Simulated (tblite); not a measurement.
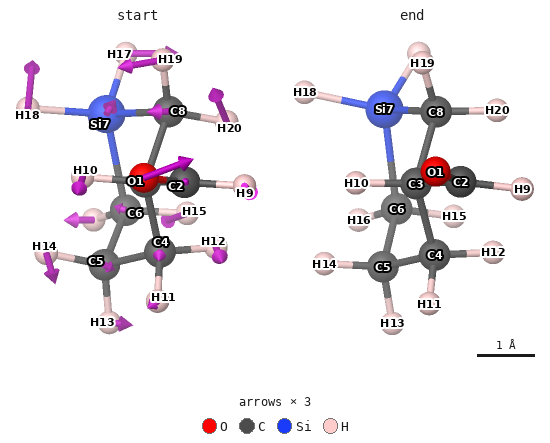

The structure of C₆H₁₂OSi before (left) and after (right) a relaxation, at one scale. The purple arrows give the displacements, magnified 3 times.

A ball-and-stick model, seen from a free direction.

The calculation used tblite 0.8.0, GFN2-xTB geometry optimisation, gas phase. 

Summarise the run.

Answer. The atom that moves furthest after the best rigid fit is H18 (0.45 Å). By element the largest moves are H 0.45 Å, O 0.33 Å, C 0.15 Å, Si 0.12 Å. Near-neighbour distances that change, for instance: O1–C2 1.255 → 1.199 Å, C2–C3 1.462 → 1.503 Å, C2–H9 1.074 → 1.110 Å, C4–C5 1.499 → 1.528 Å. Bond angles that change, for instance: C3–C2–H9 125.9° → 113.2°, O1–C2–C3 116.1° → 125.9°, H15–C6–H16 114.9° → 106.4°. The energy falls by 0.701 eV in 64 geometry steps. Cost: 0.39 s on 1 thread of Arm Neoverse V2, with other jobs on the host.
